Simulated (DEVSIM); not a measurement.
System: Al/SiO2/p-InP capacitor, at 300 K.

| layer (left to right) | material | thickness (nm) | Na (cm⁻³) |
|---|---|---|---|
| 1 | SiO2 | 16.0 | - |
| 2 | InP | 1300 | 2.3e17 |

Metal gate on the left, work function 4.1 eV. Fixed charge at the semiconductor interface -3e11 cm⁻² (in units of +e); no interface traps.

Constants are typed, rounded textbook-type inputs, not results; the design itself was drawn at random and stands for no fabricated device. Values at 300 K.

| parameter | SiO2 | InP |
|---|---|---|
| gap (eV) | 9 | 1.344 |
| affinity (eV) | 0.9 | 4.38 |
| permittivity | 3.9 | 12.5 |
| Nc (cm⁻³) | - | 5.7e17 |
| Nv (cm⁻³) | - | 1.1e19 |

Simulated with DEVSIM: 1D Poisson equation in equilibrium, Boltzmann statistics, complete ionisation; no quantum confinement or tunnelling. Metal contacts follow the ideal Schottky-Mott rule: no Fermi-level pinning, no interface dipoles.

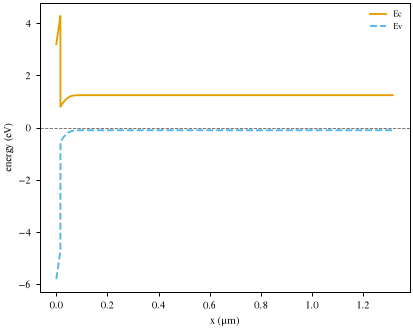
Figure. Band edges at 0.0 V on the gate

Energies count from the Fermi level of the right contact; mesh points crowd at the junctions.

```json
[
 {"x (μm)": "0.000", "Ec (eV)": "3.200", "Ev (eV)": "-5.800", "n (cm⁻³)": "< 1e2", "p (cm⁻³)": "< 1e2", "field (V/cm)": "670000"},
 {"x (μm)": "0.001212", "Ec (eV)": "3.282", "Ev (eV)": "-5.718", "n (cm⁻³)": "< 1e2", "p (cm⁻³)": "< 1e2", "field (V/cm)": "670000"},
 {"x (μm)": "0.003500", "Ec (eV)": "3.436", "Ev (eV)": "-5.564", "n (cm⁻³)": "< 1e2", "p (cm⁻³)": "< 1e2", "field (V/cm)": "670000"},
 {"x (μm)": "0.008000", "Ec (eV)": "3.740", "Ev (eV)": "-5.260", "n (cm⁻³)": "< 1e2", "p (cm⁻³)": "< 1e2", "field (V/cm)": "670000"},
 {"x (μm)": "0.01331", "Ec (eV)": "4.098", "Ev (eV)": "-4.902", "n (cm⁻³)": "< 1e2", "p (cm⁻³)": "< 1e2", "field (V/cm)": "670000"},
 {"x (μm)": "0.01522", "Ec (eV)": "4.227", "Ev (eV)": "-4.773", "n (cm⁻³)": "< 1e2", "p (cm⁻³)": "< 1e2", "field (V/cm)": "670000"},
 {"x (μm)": "0.01626", "Ec (eV)": "0.803", "Ev (eV)": "-0.541", "n (cm⁻³)": "18000", "p (cm⁻³)": "9.1e9", "field (V/cm)": "170000"},
 {"x (μm)": "0.01877", "Ec (eV)": "0.844", "Ev (eV)": "-0.500", "n (cm⁻³)": "3800", "p (cm⁻³)": "4.4e10", "field (V/cm)": "160000"},
 {"x (μm)": "0.02311", "Ec (eV)": "0.909", "Ev (eV)": "-0.435", "n (cm⁻³)": "300", "p (cm⁻³)": "5.5e11", "field (V/cm)": "140000"},
 {"x (μm)": "0.03225", "Ec (eV)": "1.027", "Ev (eV)": "-0.317", "n (cm⁻³)": "< 1e2", "p (cm⁻³)": "5.1e13", "field (V/cm)": "110000"},
 {"x (μm)": "0.05277", "Ec (eV)": "1.189", "Ev (eV)": "-0.155", "n (cm⁻³)": "< 1e2", "p (cm⁻³)": "2.7e16", "field (V/cm)": "46000"},
 {"x (μm)": "0.1160", "Ec (eV)": "1.244", "Ev (eV)": "-0.100", "n (cm⁻³)": "< 1e2", "p (cm⁻³)": "2.3e17", "field (V/cm)": "70"},
 {"x (μm)": "0.2279", "Ec (eV)": "1.244", "Ev (eV)": "-0.100", "n (cm⁻³)": "< 1e2", "p (cm⁻³)": "2.3e17", "field (V/cm)": "≈ 0"},
 {"x (μm)": "0.4634", "Ec (eV)": "1.244", "Ev (eV)": "-0.100", "n (cm⁻³)": "< 1e2", "p (cm⁻³)": "2.3e17", "field (V/cm)": "≈ 0"},
 {"x (μm)": "0.9630", "Ec (eV)": "1.244", "Ev (eV)": "-0.100", "n (cm⁻³)": "< 1e2", "p (cm⁻³)": "2.3e17", "field (V/cm)": "≈ 0"},
 {"x (μm)": "1.149", "Ec (eV)": "1.244", "Ev (eV)": "-0.100", "n (cm⁻³)": "< 1e2", "p (cm⁻³)": "2.3e17", "field (V/cm)": "≈ 0"},
 {"x (μm)": "1.237", "Ec (eV)": "1.244", "Ev (eV)": "-0.100", "n (cm⁻³)": "< 1e2", "p (cm⁻³)": "2.3e17", "field (V/cm)": "≈ 0"},
 {"x (μm)": "1.280", "Ec (eV)": "1.244", "Ev (eV)": "-0.100", "n (cm⁻³)": "< 1e2", "p (cm⁻³)": "2.3e17", "field (V/cm)": "≈ 0"},
 {"x (μm)": "1.303", "Ec (eV)": "1.244", "Ev (eV)": "-0.100", "n (cm⁻³)": "< 1e2", "p (cm⁻³)": "2.3e17", "field (V/cm)": "≈ 0"},
 {"x (μm)": "1.311", "Ec (eV)": "1.244", "Ev (eV)": "-0.100", "n (cm⁻³)": "< 1e2", "p (cm⁻³)": "2.3e17", "field (V/cm)": "≈ 0"},
 {"x (μm)": "1.314", "Ec (eV)": "1.244", "Ev (eV)": "-0.100", "n (cm⁻³)": "< 1e2", "p (cm⁻³)": "2.3e17", "field (V/cm)": "≈ 0"},
 {"x (μm)": "1.316", "Ec (eV)": "1.244", "Ev (eV)": "-0.100", "n (cm⁻³)": "< 1e2", "p (cm⁻³)": "2.3e17", "field (V/cm)": "≈ 0"}
]
```
